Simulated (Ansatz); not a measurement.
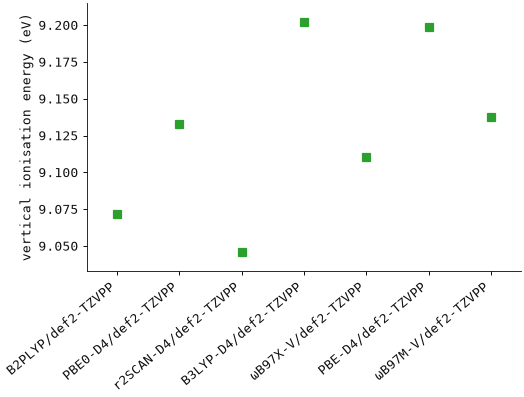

Vertical ionisation energy of C₂H₄BN, SMILES BN=C=C, taken as the energy of the cation less that of the neutral at fixed geometry (unrestricted doublet cation, cores frozen in correlated methods, no spin-orbit coupling), the Ansatz code 0.2.0, at a PBE0-D4/def2-TZVP geometry (a minimum by its frequencies).

What range do the values span?

From 9.05 eV (r2SCAN-D4/def2-TZVPP) to 9.20 eV (B3LYP-D4/def2-TZVPP).

Give the values.

```
               level    eV
   B2PLYP/def2-TZVPP  9.07
  PBE0-D4/def2-TZVPP  9.13
r2SCAN-D4/def2-TZVPP  9.05
 B3LYP-D4/def2-TZVPP  9.20
  ωB97X-V/def2-TZVPP  9.11
   PBE-D4/def2-TZVPP  9.20
  ωB97M-V/def2-TZVPP  9.14
```
